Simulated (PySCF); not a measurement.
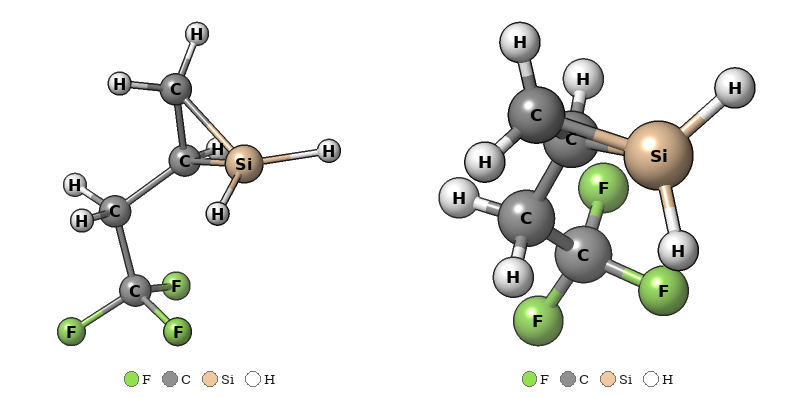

Both panels show the same species.

The geometry was computed by an optimisation with PBE0-D3(BJ)/def2-SVP. No frequency run is at hand to confirm it as a minimum.

Describe the molecule.

Formula C₄H₇F₃Si. Its SMILES string is `FC(F)(F)C[C@H]1C[SiH2]1`. Independent rings (smallest set): 1 of 3 members. Among its groups: C–F bond, Si–H bond. The point group is C1. Coordination, clear cases only: 2 C tetrahedral.
